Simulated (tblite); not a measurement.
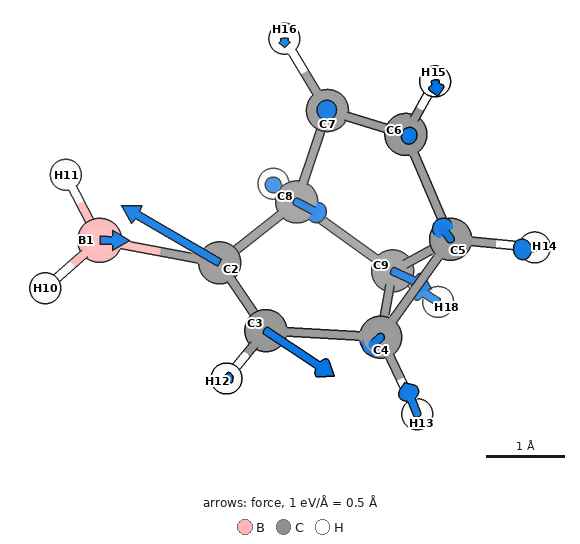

Starting geometry of C8H9B with the computed forces as blue arrows. The picture is a ball-and-stick view, seen face on.

Theory: GFN2-xTB geometry optimisation, gas phase (tblite). 

> What follows when this structure is relaxed?

It isn't relaxed: the largest force vector, on a C atom, is 2.98 eV/Å. The final displacements follow the starting forces only in part (cosine between the two patterns 0.39). An H atom moves most after the best rigid fit: 0.28 Å. Largest moves by element: H 0.28 Å, B 0.15 Å, C 0.14 Å. Among the contacts that change: C–C 1.505 → 1.447 Å, B–C 1.578 → 1.525 Å, C–C 1.317 → 1.358 Å, C–H 1.117 → 1.081 Å. Among the angles between lasting bonds that change: C–C–H 108.8° → 123.1°, C–C–H 110.7° → 122.9°, C–C–C 107.3° → 95.3°. After 57 geometry steps the energy has fallen by 71.5 kJ/mol. The run took 0.63 s on 1 thread of Arm Neoverse N1, with other jobs on the host.
